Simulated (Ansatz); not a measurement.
# P2H2 (phosphanylidenephosphane) at 6 levels

Wanted: a comparison of 6 runs (BHLYP/STO-3G, UPBE/STO-3G, r2SCAN0/STO-3G, wB97M-V/STO-3G, RPA@PBE/STO-3G, MP2/STO-3G) of P2H2 (phosphanylidenephosphane). 

The calculation is run with Ansatz 0.2.0.

34 further runs of the same task are left out: 34 set aside as unsound or not needed.

### 1 The system as given

The species is P2H2 (4 atoms), meant as a singlet with charge 0. SMILES: `P=P`. The H4–P2 distance was set to 3.508 Å, away from the relaxed value. At this shape a bond of the SMILES string is far longer than usual.

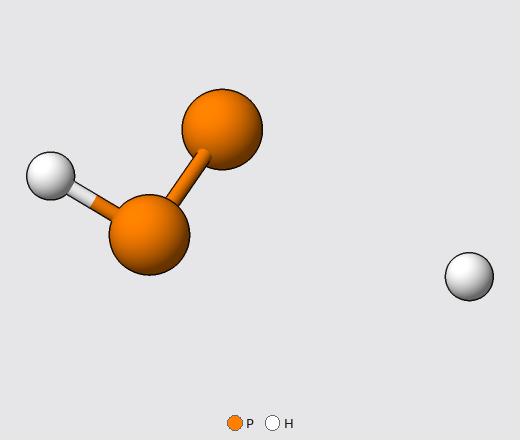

Viewed from a chosen angle; phosphorus orange, hydrogen white.

### 2 The energy at BHLYP/STO-3G (run 1)

input.yaml

```yaml
crystal:
  periodic: [false, false, false]
  atoms:
    - {symbol: P, position_ang: [1.568209, -1.099809, 1.461061]}
    - {symbol: P, position_ang: [1.616999, 0.907361, 1.284451]}
    - {symbol: H, position_ang: [2.629839, -1.163749, 2.376031]}
    - {symbol: H, position_ang: [-1.037310, 1.067660, -1.003410]}
basis:
  gaussian: {orbitals: STO-3G}
hamiltonian: {xc: {name: BHLYP}}
accuracy: high
```

Started as:

```sh
ansatz run input.yaml --threads 1 --pin off --max-ram 2610MiB --events-out events.jsonl --progress --plain --runs-dir runs
```

Output:

```text
Warning: RAYON_NUM_THREADS=1 ignored (pool sized by the plan → 1); use --threads N
Functional definition: BHLYP
  name "BHLYP"
  parameter a = 0.5
  exchange = (1 - a)*b88_x + a*exact_x
  correlation = lyp_c
339 factors; integrals over basis functions are off by at most 4.4e-9 eV
mean field evaluation 1: about -18384.0860 eV, gradient 1.3e1 eV
mean field evaluation 2: about -18373.5525 eV, gradient 3.6e1 eV
mean field evaluation 4: about -18387.2965 eV, gradient 1.7e1 eV
mean field evaluation 8: about -18387.2860 eV, gradient 1.7e1 eV
mean field evaluation 16: about -18390.4890 eV, gradient 2.2e-8 eV
mean field -18390.48897457 eV, -675.8380042945 hartree, gradient 2.2e-8 eV, S^2 0.000000; 0 other end points of the search recorded, 0 dependent functions left out
reference -18390.48899396 eV, -675.8380050067 hartree; 16, 16 occupied and 4, 4 virtual orbitals, 339 factors
Total energy: -18390.48899396 eV, -675.8380050067 hartree
```

Wall time 0.91 s (1 thread of Arm Neoverse V2, shared host).

### 3 The energy at UPBE/STO-3G (run 2)

run.yaml

```yaml
crystal:
  periodic: [false, false, false]
  atoms:
    - symbol: P
      position_ang: [1.568209, -1.099809, 1.461061]
    - symbol: P
      position_ang: [1.616999, 0.907361, 1.284451]
    - symbol: H
      position_ang: [2.629839, -1.163749, 2.376031]
    - symbol: H
      position_ang: [-1.037310, 1.067660, -1.003410]
basis:
  gaussian:
    orbitals: STO-3G
magnetization:
  spin_polarized: true
  initial_magnetization: 0
hamiltonian:
  xc: pbe
accuracy: high
```

Started as:

```sh
ansatz run run.yaml --threads 1 --pin off --max-ram 2610MiB --events-out events.jsonl --progress --plain --runs-dir runs
```

Output:

```text
Warning: RAYON_NUM_THREADS=1 ignored (pool sized by the plan → 1); use --threads N
Functional definition: PBE
  name "PBE"
  parameter kappa = 0.804
  parameter beta = 0.06672455060314922
  exchange = pbe_x(kappa = kappa, mu = beta*pi^2/3)
  correlation = pbe_c(beta = beta)
339 factors; integrals over basis functions are off by at most 4.4e-9 eV
mean field evaluation 1: about -18374.4367 eV, gradient 1.1e1 eV
mean field evaluation 2: about -18358.0488 eV, gradient 3.4e1 eV
mean field evaluation 4: about -18374.2826 eV, gradient 1.2e1 eV
mean field evaluation 8: about -18383.1917 eV, gradient 7.9e-2 eV
mean field evaluation 16: about -18383.3940 eV, gradient 1.5e0 eV
mean field evaluation 32: about -18384.2784 eV, gradient 5.3e0 eV
mean field -18384.49659065 eV, -675.6177882469 hartree, gradient 2.1e-8 eV, S^2 1.016495; 3 other end points of the search recorded, 0 dependent functions left out
reference -18384.49659262 eV, -675.6177883196 hartree; 16, 16 occupied and 4, 4 virtual orbitals, 339 factors
Total energy: -18384.49659262 eV, -675.6177883196 hartree
```

Wall time 3.6 s (1 thread of Arm Neoverse V2, shared host); peak memory 0.12 GiB.

### 4 A single-point energy at r2SCAN0/STO-3G (run 3)

run.yaml

```yaml
basis:
  gaussian: {orbitals: STO-3G}
crystal:
  periodic: [false, false, false]
  atoms:
    - {symbol: P, position_ang: [1.568209, -1.099809, 1.461061]}
    - {symbol: P, position_ang: [1.616999, 0.907361, 1.284451]}
    - {symbol: H, position_ang: [2.629839, -1.163749, 2.376031]}
    - {symbol: H, position_ang: [-1.037310, 1.067660, -1.003410]}
accuracy: high
magnetization: {spin_polarized: false}
hamiltonian: {xc: {name: r2SCAN0}}
```

Started as:

```sh
ansatz run run.yaml --threads 1 --pin off --max-ram 2610MiB --events-out events.jsonl --progress --plain --runs-dir runs
```

Output:

```text
Warning: RAYON_NUM_THREADS=1 ignored (pool sized by the plan → 1); use --threads N
Functional definition: r2SCAN0
  name "r2SCAN0"
  parameter a = 0.25
  parameter k0 = 0.174
  parameter k1 = 0.065
  parameter a1 = 4.9479
  exchange = (1 - a)*r2scan_x(k0 = k0, k1 = k1, a1 = a1) + a*exact_x
  correlation = r2scan_c
339 factors; integrals over basis functions are off by at most 4.4e-9 eV
mean field evaluation 1: about -18383.0348 eV, gradient 1.4e1 eV
mean field evaluation 2: about -18371.0771 eV, gradient 4.0e1 eV
mean field evaluation 4: about -18383.1418 eV, gradient 1.6e1 eV
mean field evaluation 8: about -18383.1722 eV, gradient 1.6e1 eV
mean field evaluation 16: about -18390.3332 eV, gradient 1.1e-7 eV
mean field -18390.33318301 eV, -675.8322790602 hartree, gradient 1.2e-8 eV, S^2 0.000000; 0 other end points of the search recorded, 0 dependent functions left out
reference -18390.33318335 eV, -675.8322790724 hartree; 16, 16 occupied and 4, 4 virtual orbitals, 339 factors
Total energy: -18390.33318335 eV, -675.8322790724 hartree
```

It took 2.6 s on 1 thread of Arm Neoverse V2, shared host; peak memory 0.13 GiB.

Runs 4 to 5 aren't shown in full; the table further down has their settings and results.

### 5 The energy at MP2/STO-3G (run 6)

job.yaml

```yaml
crystal:
  periodic: [false, false, false]
  atoms:
    - {symbol: P, position_ang: [1.568209, -1.099809, 1.461061]}
    - {symbol: P, position_ang: [1.616999, 0.907361, 1.284451]}
    - {symbol: H, position_ang: [2.629839, -1.163749, 2.376031]}
    - {symbol: H, position_ang: [-1.037310, 1.067660, -1.003410]}
basis:
  gaussian:
    orbitals: STO-3G
correlation:
  method: mp2
  frozen_orbitals: {H: 0, P: 5}
total_charge: 0
accuracy: high
```

Started as:

```sh
ansatz run job.yaml --threads 1 --pin off --max-ram 2610MiB --events-out events.jsonl --progress --plain --runs-dir runs
```

Output (excerpt; [...] marks lines left out):

```text
Warning: RAYON_NUM_THREADS=1 ignored (pool sized by the plan → 1); use --threads N
Functional definition: HF
  name "HF"
[...]
339 factors; integrals over basis functions are off by at most 4.4e-9 eV
[...]
mean field -18356.24632367 eV, -674.5796100842 hartree, gradient 2.6e-8 eV, S^2 0.000000; 3 other end points of the search recorded, 0 dependent functions left out; unrestricted orbitals would lower it
[...]
unrestricted determinant -18363.07608011 eV, -674.8305990040 hartree, S^2 1.7419
10 core orbitals not correlated: weight in the atoms' cores, before any rotation towards them, 1.000 or more for the frozen orbitals, at most 0.000 for the correlated occupied ones
reference -18356.24632367 eV, -674.5796100842 hartree; 6, 6 occupied and 4, 4 virtual orbitals, 339 factors
second order -7.15571149 eV of doubles, -0.00000000 eV of singles
Total energy: -18363.40203516 eV, -674.8425776313 hartree
```

It took 0.23 s on 1 thread of Arm Neoverse V2, shared host.

### 6 Overview of the runs

| run | level | frozen core orbitals | energy (Eh) | wall time |
| --- | --- | --- | --- | --- |
| 1 | BHLYP/STO-3G | – | -675.838005 | 0.91 s |
| 2 | UPBE/STO-3G | – | -675.617788 | 3.6 s |
| 3 | r2SCAN0/STO-3G | – | -675.832279 | 2.6 s |
| 4 | wB97M-V/STO-3G | – | -675.897754 | 13 s |
| 5 | RPA@PBE/STO-3G | 10 | -674.916313 | 1.8 s |
| 6 | MP2/STO-3G | 10 | -674.842578 | 0.23 s |

### 7 Summary of results

| quantity | value |
| --- | --- |
| run 6: total energy | -674.84258 Eh |
| run 6: correlation energy (10 core orbitals frozen) | -263.0 mEh |

In words: Totals of different functionals can't be ranked against each other. In runs 5, 6 the log says that unrestricted orbitals would lower the reference, so the values rest on an unstable closed-shell determinant (other closed-shell runs at this shape may share the fault). In runs 1, 2, 3, 4, 5, 6 the basis is minimal, so the values are rough. In runs 1, 3, 4, 5, 6 a closed-shell determinant meets a far-stretched bond, which it describes badly. Spin contamination of the reference: run 2 ⟨S²⟩ = 1.02. Where it is this large, the reference is a mixture of spin states, and values that rest on it are in doubt. All runs together took 22 s, the longest 13 s.
